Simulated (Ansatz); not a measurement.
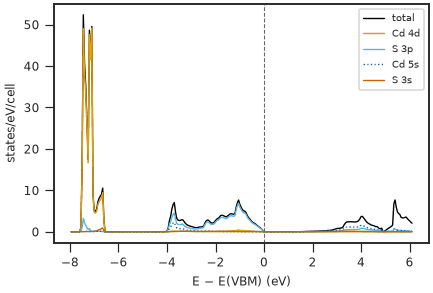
Fig. 1. Total and projected density of states of CdS (wurtzite, P6_3mc), DFT-PBE in the program Ansatz with PAW potentials

Which orbitals carry the states next to the gap?

Top 1 eV of the valence band: S 3p 90 %, Cd 4d 6 %. Bottom 1 eV of the conduction band: Cd 5s 57 %, S 3p 21 %, S 3s 20 %. Projections are on Löwdin-orthogonalised atomic valence shells; empty p or d shells of many metals are not among them.

Where is the tallest occupied peak in this window, and what makes it?

Near -7.4 eV, about 52 states/eV per cell; the largest projected share is Cd 4d.

The PBE relaxation kept the symmetry of its start. Spin–orbit coupling is left out wherever it is not named.

Potentials: the later of the program's two PAW sets.
